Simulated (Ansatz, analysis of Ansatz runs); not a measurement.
## Migration in Li2CdCl4 (Imma): V_Li hop (4.5 Å), charge −1

Wanted: path and barrier of a jump of Li in Li2CdCl4 (Imma) at charge −1. The case: V_Li hop (4.5 Å), in a cell of 56 host atoms with 1 Li taken out.

Method: plane-wave PAW DFT, HSE06; nudged elastic band between two relaxed defect structures at fixed charge in a uniform background, in Ansatz 0.2.0.

### 1. The starting structure

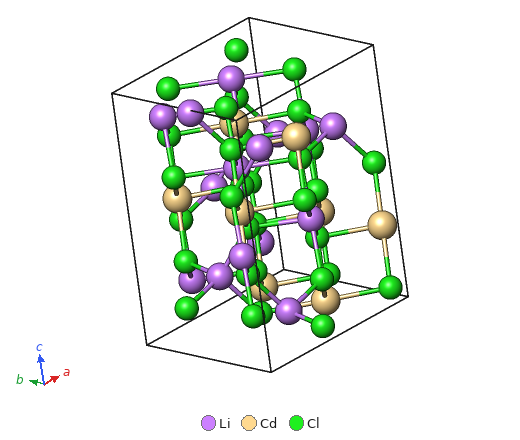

The starting structure, seen slightly off an axis (lithium purple, cadmium orange, chlorine green). Bonds to atoms that aren't drawn are left out.

The cell holds 55 atoms: 15 Li, 8 Cd and 32 Cl. Cell: a = 12.949 Å, b = 12.809 Å, c = 10.609 Å, α = 66.4°, β = 65.0°, γ = 48.6°. It derives from Li2CdCl4 (space group Imma). Nearest the centre at fractional (0.284, 0.659, 0.466): Cl28 at 1.09 Å, Li4 at 2.23 Å, Cl37 at 2.84 Å, Cl53 at 2.88 Å, Cl44 at 2.88 Å, Cd21 at 3.41 Å, Cd16 at 3.41 Å, Li9 at 3.43 Å. The cell carries charge −1.

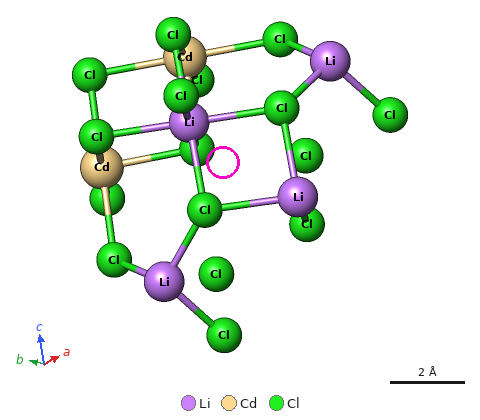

The atoms within 5 Å of the centre. A ring marks the middle of the ideal hop wherever no atom is near it. Bonds to atoms that aren't drawn are left out.

The cell's shortest repeat is 10.6 Å.

### 2. Relaxation of the start point, charge −1

The ends come first: from an unrelaxed start the top is counted from too high an energy, and the barrier comes out too low. Small random displacements break the symmetry of the ideal sites, so that the defect can distort if it gains by it. The charge of −1 is set by the electron count, and a uniform background keeps the cell neutral.

The input, qm1.start/input.yaml:

```yaml
crystal:
  lattice:
    - [0.0, 7.62069283, 10.46883193]
    - [7.38022985, 0.0, 10.46883193]
    - [7.38022985, 7.62069283, 0.0]
  atoms:
    - { symbol: Li, position: [0.1960546, 0.4460546, 0.0539454] }
    - { symbol: Li, position: [0.6960546, 0.9460546, 0.5539454] }
    - { symbol: Li, position: [0.9460546, 0.1960546, 0.8039454] }
    - { symbol: Li, position: [0.125, 0.625, 0.625] }
    - { symbol: Li, position: [0.375, 0.875, 0.875] }
    - { symbol: Li, position: [0.625, 0.125, 0.125] }
    - { symbol: Li, position: [0.875, 0.375, 0.375] }
    - { symbol: Li, position: [0.125, 0.125, 0.125] }
    - { symbol: Li, position: [0.375, 0.375, 0.375] }
    - { symbol: Li, position: [0.625, 0.625, 0.625] }
    - { symbol: Li, position: [0.875, 0.875, 0.875] }
    - { symbol: Li, position: [0.0539454, 0.8039454, 0.1960546] }
    - { symbol: Li, position: [0.3039454, 0.0539454, 0.4460546] }
    - { symbol: Li, position: [0.5539454, 0.3039454, 0.6960546] }
    - { symbol: Li, position: [0.8039454, 0.5539454, 0.9460546] }
    - { symbol: Cd, position: [0.0, 0.0, 0.5] }
    - { symbol: Cd, position: [0.25, 0.25, 0.75] }
    - { symbol: Cd, position: [0.5, 0.5, 0.0] }
    - { symbol: Cd, position: [0.75, 0.75, 0.25] }
    - { symbol: Cd, position: [0.0, 0.5, 0.5] }
    - { symbol: Cd, position: [0.25, 0.75, 0.75] }
    - { symbol: Cd, position: [0.5, 0.0, 0.0] }
    - { symbol: Cd, position: [0.75, 0.25, 0.25] }
    - { symbol: Cl, position: [0.13698115, 0.11817837, 0.88182163] }
    - { symbol: Cl, position: [0.38698115, 0.36817837, 0.13182163] }
    - { symbol: Cl, position: [0.63698115, 0.61817837, 0.38182163] }
    - { symbol: Cl, position: [0.88698115, 0.86817837, 0.63182163] }
    - { symbol: Cl, position: [0.2465624, 0.74965379, 0.5034376] }
    - { symbol: Cl, position: [0.4965624, 0.99965379, 0.7534376] }
    - { symbol: Cl, position: [0.7465624, 0.24965379, 0.0034376] }
    - { symbol: Cl, position: [0.9965624, 0.49965379, 0.2534376] }
    - { symbol: Cl, position: [0.11817837, 0.63698115, 0.86301885] }
    - { symbol: Cl, position: [0.36817837, 0.88698115, 0.11301885] }
    - { symbol: Cl, position: [0.61817837, 0.13698115, 0.36301885] }
    - { symbol: Cl, position: [0.86817837, 0.38698115, 0.61301885] }
    - { symbol: Cl, position: [0.24965379, 0.2465624, 0.00034621] }
    - { symbol: Cl, position: [0.49965379, 0.4965624, 0.25034621] }
    - { symbol: Cl, position: [0.74965379, 0.7465624, 0.50034621] }
    - { symbol: Cl, position: [0.99965379, 0.9965624, 0.75034621] }
    - { symbol: Cl, position: [0.00034621, 0.0034376, 0.24965379] }
    - { symbol: Cl, position: [0.25034621, 0.2534376, 0.49965379] }
    - { symbol: Cl, position: [0.50034621, 0.5034376, 0.74965379] }
    - { symbol: Cl, position: [0.75034621, 0.7534376, 0.99965379] }
    - { symbol: Cl, position: [0.13182163, 0.61301885, 0.38698115] }
    - { symbol: Cl, position: [0.38182163, 0.86301885, 0.63698115] }
    - { symbol: Cl, position: [0.63182163, 0.11301885, 0.88698115] }
    - { symbol: Cl, position: [0.88182163, 0.36301885, 0.13698115] }
    - { symbol: Cl, position: [0.0034376, 0.50034621, 0.7465624] }
    - { symbol: Cl, position: [0.2534376, 0.75034621, 0.9965624] }
    - { symbol: Cl, position: [0.5034376, 0.00034621, 0.2465624] }
    - { symbol: Cl, position: [0.7534376, 0.25034621, 0.4965624] }
    - { symbol: Cl, position: [0.11301885, 0.13182163, 0.36817837] }
    - { symbol: Cl, position: [0.36301885, 0.38182163, 0.61817837] }
    - { symbol: Cl, position: [0.61301885, 0.63182163, 0.86817837] }
    - { symbol: Cl, position: [0.86301885, 0.88182163, 0.11817837] }
total_charge: -1
basis:
  ecutwfc: 420
  xc_grid: 2
hamiltonian:
  xc: hse06
kpoints:
  mp_grid: { grid: [1, 1, 1], shift: [0.25, 0.25, 0.25] }
scf:
  occupations: { method: fixed }
  max_iter: 100
output:
  forces: true
relax:
  f_tol: 0.02
  max_steps: 70
  random_displacement: { amplitude: 0.03, seed: 5623 }
```

Launch:

```console
ansatz run input.yaml --threads 32 --pin off --max-ram 84787MiB --backend cuda --events-out ev --progress --plain --runs-dir out --max-vram 78GiB
```

The program printed:

```text
Warning: kpoints.mp_grid.shift: disabling space-group detection — at a shift other than 0 and half a step a hybrid functional's run that is held to the crystal's symmetry can end above its lowest stat [...]
[...]
exact exchange: scf.exx.singularity resolves to wigner_seitz, which cuts the screened interaction at the faces of the exchange supercell's Wigner-Seitz cell, so that each pair interacts once, at the s [...]
Engine: ansatz 0.2.0, aarch64-unknown-linux-gnu
[...]
Pseudopotential: Li, paw, valence charge 3, recommended cutoff 420 eV (normal), Li.paw.azcp
Pseudopotential: Cd, paw, valence charge 20, recommended cutoff 420 eV (normal), Cd.paw.azcp
Pseudopotential: Cl, paw, valence charge 7, recommended cutoff 420 eV (normal), Cl.paw.azcp
Functional definition: HSE06
[...]
Crystal: 55 atoms, lattice volume = 1177.586 Å³
Basis set: ecut = 420 eV, 23051 PW (Γ), exchange–correlation on 180×180×144 points (8 copies of the dense FFT grid, shifted against one another)
[...]
k-points: 1
[...]
SCF 1 converged in 9 iterations: F = -103726.870679 eV  dr2 = 2.30e-8
[...]
relax step   1: F+E_penalty+E_count = -103782.52232224 eV  Δ(F+E_penalty+E_count) = +0.000e0 eV  max|allowed force component| = 6.467e-1 eV/Å  Δτ_max = 0.0000 Å  (19 SCF iters, accepted)
[...]
SCF 9 converged in 6 iterations: F = -103782.878724 eV  dr2 = 1.31e-8
[...]
SCF 10 converged in 2 iterations: F = -103782.878697 eV  dr2 = 8.15e-9
[...]
SCF 14 converged in 2 iterations: F = -103782.885884 eV  dr2 = 7.64e-12
[...]
relax step   4: F+E_penalty+E_count = -103782.88588408 eV  Δ(F+E_penalty+E_count) = -7.187e-3 eV  max|allowed force component| = 1.746e-2 eV/Å  Δτ_max = 0.0334 Å  (21 SCF iters, accepted)
[...]
--- Relaxed structure (4 steps of the walk, 4 accepted, 0 SCFs on fresh bases) ---
[...]
```

Elapsed: 19 s, on 1 × NVIDIA GB200 with 32 threads of Arm Neoverse V2, shared host; peak memory 2.5 GiB.

Step by step:

```
step  energy less that of the first step (eV)  largest force component (eV/Å)
   1                                   0.0000                          0.6467
   2                                  -0.3153                          0.2986
   3                                  -0.3564                          0.0458
   4                                  -0.3636                          0.0175
```

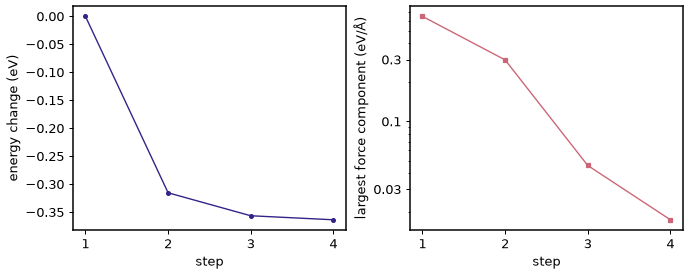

Energy and largest force along the relaxation.

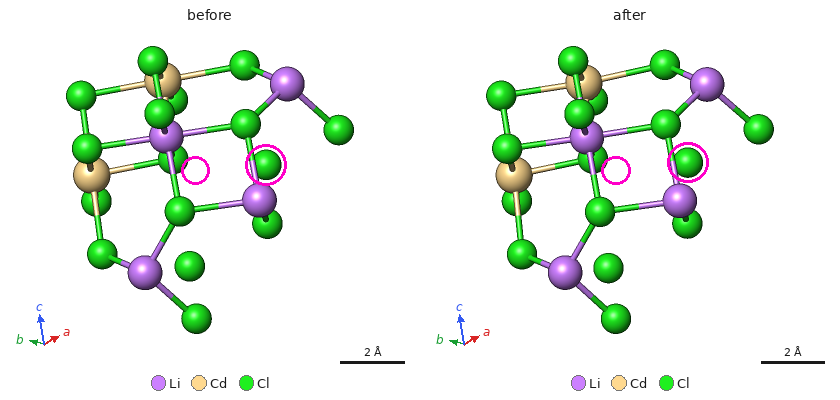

Before and after: the atoms that start within 5 Å of the centre. Cl26, which moves most, is ringed if it is among them. A ring with no atom in it marks the middle of the ideal hop. Bonds to atoms that aren't drawn are left out.

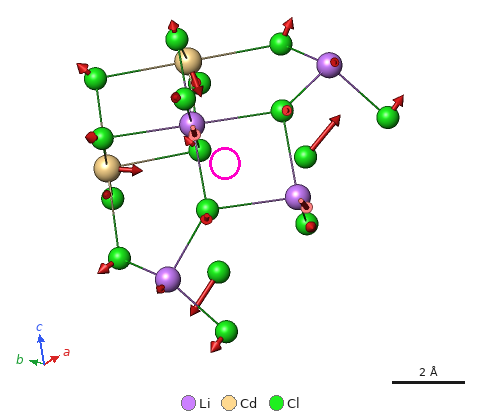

Displacements in the relaxation from the typed sites near the centre, exaggerated, the mean shift taken out; the longest in the cell stands for 0.10 Å. A ring marks the middle of the ideal hop wherever no atom is near it. Bonds to atoms that aren't drawn are left out.

The atoms that moved most (Å, from the sites as typed, ahead of the random displacement, the mean shift of all atoms taken out):

```
atom      dx      dy      dz  length
Cl26  -0.004   0.097  -0.001   0.097
Cl33  -0.002  -0.089   0.017   0.091
Cd19  -0.003  -0.005  -0.082   0.082
 Li4   0.003   0.000   0.080   0.080
 Li9  -0.012   0.005   0.069   0.070
Cd23   0.059  -0.032   0.016   0.069
Cl35  -0.001   0.062   0.008   0.063
 Li8  -0.050   0.037  -0.006   0.062
```

Neighbours of Li4 at the end:

```
atom  distance (Å)
Cl28         2.477
Cl53         2.563
Cl44         2.565
Cl32         2.570
Cl27         2.571
Cl48         2.637
Cd16         3.633
Cd21         3.638
Li11         3.690
```

Read from the output:

| Item | Value |
| --- | --- |
| free energy | -103782.8859 eV |
| r.m.s. move of the farther half of the atoms | 0.04155 Å |
| largest move from the ideal geometry of this structure, a common shift of the far atoms taken out | 0.09526 Å |

The relaxation gained 0.364 eV and ended with a largest force component of 0.018 eV/Å.

### 3. Relaxation of the end point, charge −1

The end point is relaxed in the same cell and settings, so that the two energies compare. Atoms more than 3.2 Å from the middle of the hop start where the first relaxation left them, the nearer ones on or close to their ideal places, with small random displacements.

The input, qm1.end/input.yaml:

```yaml
crystal:
  lattice:
    - [0.0, 7.62069283, 10.46883193]
    - [7.38022985, 0.0, 10.46883193]
    - [7.38022985, 7.62069283, 0.0]
  atoms:
    - { symbol: Li, position: [0.19555833, 0.44654314, 0.05398224] }
    - { symbol: Li, position: [0.69572298, 0.94629613, 0.55365179] }
[... 1 atom line left out ...]
    - { symbol: Li, position: [0.443876, 0.693876, 0.306124] }
[... 4 atom lines left out ...]
    - { symbol: Li, position: [0.3796296, 0.37760343, 0.37099386] }
[... 6 atom lines left out ...]
    - { symbol: Cd, position: [0.00495384, -0.00434902, 0.498487] }
[... 4 atom lines left out ...]
    - { symbol: Cd, position: [0.25183383, 0.74988343, 0.74397917] }
[... 4 atom lines left out ...]
    - { symbol: Cl, position: [0.64381731, 0.61190744, 0.38764767] }
    - { symbol: Cl, position: [0.88379142, 0.86926219, 0.63273227] }
    - { symbol: Cl, position: [0.2465624, 0.74965379, 0.5034376] }
[... 3 atom lines left out ...]
    - { symbol: Cl, position: [0.11706208, 0.63645279, 0.86579315] }
[... 4 atom lines left out ...]
    - { symbol: Cl, position: [0.49965379, 0.4965624, 0.25034621] }
[... 4 atom lines left out ...]
    - { symbol: Cl, position: [0.50187645, 0.50096689, 0.75316679] }
[... 1 atom line left out ...]
    - { symbol: Cl, position: [0.13182163, 0.61301885, 0.38698115] }
[... 8 atom lines left out ...]
    - { symbol: Cl, position: [0.36301885, 0.38182163, 0.61817837] }
[... 1 atom line left out ...]
    - { symbol: Cl, position: [0.86237423, 0.87869992, 0.12134353] }
total_charge: -1
basis:
  ecutwfc: 420
  xc_grid: 2
hamiltonian:
  xc: hse06
kpoints:
  mp_grid: { grid: [1, 1, 1], shift: [0.25, 0.25, 0.25] }
scf:
  occupations: { method: fixed }
  max_iter: 100
output:
  forces: true
relax:
  f_tol: 0.02
  max_steps: 70
  random_displacement: { amplitude: 0.01, seed: 5623 }
```

The program printed:

```text
[...]
Crystal: 55 atoms, lattice volume = 1177.586 Å³
[...]
SCF 1 converged in 8 iterations: F = -103726.628246 eV  dr2 = 4.48e-8
[...]
hybrid outer 2: dexx = +1.068e-6 eV, tail = 5.57e-8 eV, Δε = 3.14e-3 eV (about 8.06e-5 eV left of the loop's levels), ΔF = 2.73e-3 eV/Å (tail 4.64e-4)
[...]
SCF 7 converged in 3 iterations: F = -103782.678865 eV  dr2 = 3.95e-8
[...]
SCF 10 converged in 2 iterations: F = -103782.710427 eV  dr2 = 4.84e-8
[...]
relax step   4: F+E_penalty+E_count = -103782.76323927 eV  Δ(F+E_penalty+E_count) = -5.281e-2 eV  max|allowed force component| = 1.982e-2 eV/Å  Δτ_max = 0.1044 Å  (17 SCF iters, dr2 threshold 1.91e-6  [...]
[...]
SCF 17 converged in 2 iterations: F = -103782.763239 eV  dr2 = 3.79e-11
[...]
--- Relaxed structure (5 steps of the walk, 5 accepted, 0 SCFs on fresh bases) ---
[...]
```

It took 20 s on 1 × NVIDIA GB200 with 32 threads; peak memory 2.4 GiB; 70 s of CPU time.

Relaxation path:

```
step  energy less that of the first step (eV)  largest force component (eV/Å)
   1                                   0.0000                          0.6348
   2                                  -0.4190                          0.2095
   3                                  -0.4505                          0.1326
   4                                  -0.5033                          0.0198
   5                                  -0.5033                          0.0198
```

The atoms that moved most (Å, from the sites as typed, ahead of the random displacement):

```
atom      dx      dy      dz  length
Cl53  -0.110   0.101   0.035   0.153
Cl44  -0.108  -0.099   0.036   0.151
Cl32   0.094   0.084  -0.010   0.127
Cl27   0.095  -0.083  -0.006   0.126
 Li9   0.113  -0.005  -0.035   0.118
Cd17   0.084  -0.014   0.066   0.108
Cd20   0.084   0.023   0.055   0.103
Li11  -0.102  -0.008  -0.010   0.103
```

Neighbours of Li4 at the end:

```
atom  distance (Å)
Cl28         2.328
Cl33         2.358
Cl26         2.358
Cl37         2.403
Cl50         4.168
Cl43         4.173
Cd19         4.202
Cd22         4.203
```

This step gave:

- free energy: -103782.7632 eV
- r.m.s. move of the farther half of the atoms: 0.03697 Å
- largest move from the ideal geometry of this structure, a common shift of the far atoms taken out: 0.1589 Å

The relaxation gained 0.503 eV and ended with a largest force component of 0.020 eV/Å. The end lies 0.123 eV above the start.

(Continued in part 2 of 2.)

[Logs are printed without paths, hosts, clocks, repeated set-up lines and the standing remarks that a program may print on its own settings, such as how far it seeks lower states.]

[Hosts, paths, dates, database ids (printed as entryN), source tags and the programs' standing remarks are cut or masked in the printed files.]
